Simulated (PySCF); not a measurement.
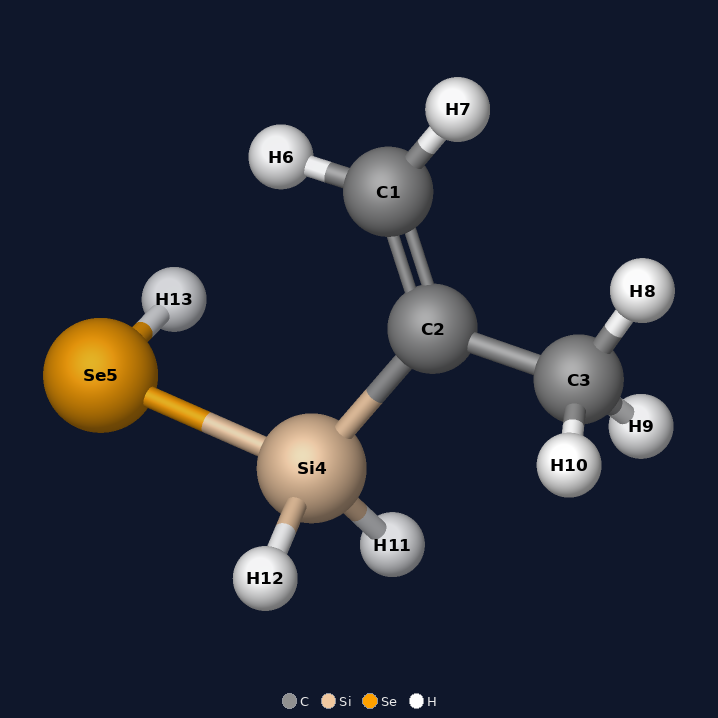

The geometry was computed by an optimisation with PBE0-D3(BJ)/def2-SVP. No frequency run is at hand to confirm it as a minimum. Level of theory: delta-SCF UKS SCAN, pcX-2 on the ionised atom, pcseg-1 elsewhere, spin-free X2C (PySCF 2.14.0).

Give the core-electron binding energies (to vacuum; p and d levels without spin–orbit splitting) of C1 1s, C2 1s, C3 1s, Si4 1s, Si4 2p.

| atom | level | binding energy (eV) |
| --- | --- | --- |
| C1 | 1s | 290.1 |
| C2 | 1s | 290.2 |
| C3 | 1s | 290.9 |
| Si4 | 1s | 1846.7 |
| Si4 | 2p | 107.1 |
